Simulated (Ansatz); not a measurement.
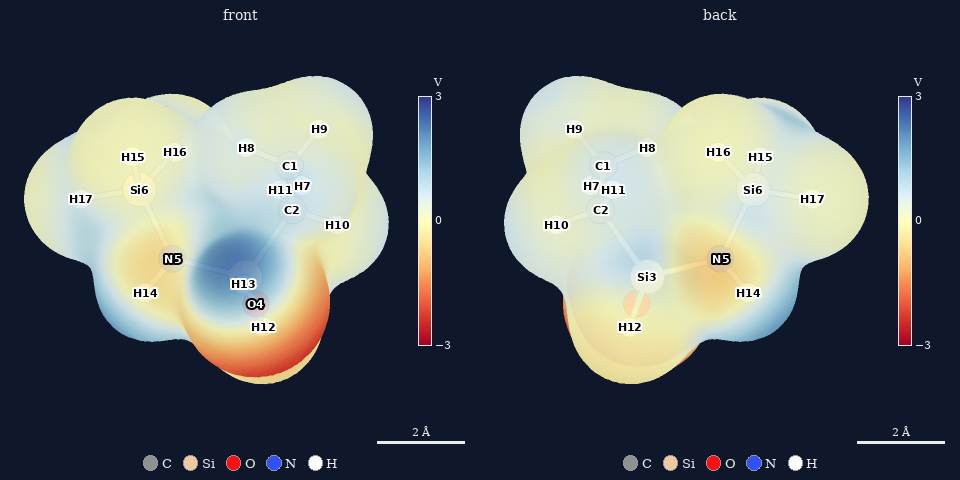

*C2H11NOSi2 (SMILES CC[SiH](O)N[SiH3]). The molecular electrostatic potential painted on the density surface at 0.002 e/bohr³, seen from the front and from behind; the colour scale runs from red (negative) to blue (positive).*

Computed with RKS B3LYP-D4/6-31G in Ansatz 0.2.0.

The calculation's input:

```
crystal:
  periodic: [false, false, false]
  atoms:
    - { symbol: C, position_ang: [1.6863, -1.2597, -0.8387] }
    - { symbol: C, position_ang: [1.0866, 0.1975, -0.991] }
    - { symbol: Si, position_ang: [-0.7646, 0.4142, -0.6658] }
    - { symbol: O, position_ang: [-1.5888, -0.5053, -1.6612] }
    - { symbol: "N", position_ang: [-1.225, -0.1673, 0.8376] }
    - { symbol: Si, position_ang: [-0.7308, 0.8928, 2.0976] }
    - { symbol: H, position_ang: [1.1597, -1.9063, -1.5277] }
    - { symbol: H, position_ang: [1.5546, -1.5767, 0.1633] }
    - { symbol: H, position_ang: [2.7107, -1.2127, -1.0457] }
    - { symbol: H, position_ang: [1.2909, 0.5467, -1.9883] }
    - { symbol: H, position_ang: [1.6526, 0.8631, -0.3096] }
    - { symbol: H, position_ang: [-1.1365, 1.8254, -0.7975] }
    - { symbol: H, position_ang: [-1.6274, -1.4451, -1.5325] }
    - { symbol: H, position_ang: [-2.2674, -0.1726, 0.8773] }
    - { symbol: H, position_ang: [0.7457, 0.9586, 2.1223] }
    - { symbol: H, position_ang: [-1.363, 2.2335, 1.9369] }
    - { symbol: H, position_ang: [-1.2027, 0.3133, 3.3633] }
basis:
  gaussian: { orbitals: "6-31G" }
hamiltonian:
  xc: b3lyp
  dispersion: d4
relax:
  f_tol: 0.015
  max_steps: 40
output:
  orbitals: {}
```

Run with:

```sh
ansatz run input.yaml --threads 1 --pin off --max-ram 2048MiB --backend cpu --events-out ev --progress --plain --runs-dir out
```

The fields are those of the run's last geometry, not of the input's.

**Where is the surface potential most negative and most positive?**

The most negative region (about −2.3 V) lies over O4, the most positive (about +2.3 V) over H13. O4 is the likeliest acceptor of a hydrogen bond.
